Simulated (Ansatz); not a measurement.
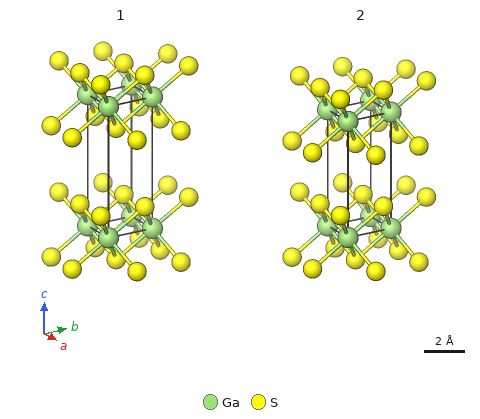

Two geometries of solid GaS$_{2}$ (a generated structure, set up in P-3m1) (coarse preliminary run), drawn at one scale. One is the start of a relaxation, the other its converged end. The picture is a ball-and-stick view of the cell of the calculation, seen slightly off an axis.

Method: DFT PBE, scalar-relativistic, plane waves, PAW (Ansatz 0.2.0). Settings: plane-wave cutoff 420 eV; k-point mesh 6 × 6 × 4; occupations gaussian; smearing width 0.1 eV; no spin polarisation; cell and atoms relaxed; force threshold 0.04 eV/Å; at most 70 steps.

**Which of the two is the end point?**

Structure 1 is the relaxed one. The largest moves relative to the cell, 0.21 Å, are those of S atoms. Ga stays in place. The drawn cell changes as follows: a = b 3.280 → 3.354 Å (+2.3 %), c 5.997 → 6.781 Å (+13.1 %); the volume changes by +18.3 %. Some distances before and after: Ga–S 2.415 → 2.444 Å. The space group stays P-3m1 (No. 164). After 5 accepted moves (6 points after the start) the energy has fallen by 0.110 eV per cell of the calculation. The largest force component goes from 0.04 to 0.00014 eV/Å. Pressure: 4.49 GPa at the start and 0.12 GPa at the end. At 1 point the geometry stayed and the basis and grid were re-selected for the new cell (energy shift of 5.2 meV per cell of the calculation at most each time). Cost: 8.8 s on 1 thread of Intel(R) Xeon(R) Platinum 8488C (Sapphire Rapids) (shared host), peak memory 0.39 GiB.

Limits of the set-up: layers or molecules are held without a dispersion correction, so their spacing is unreliable.
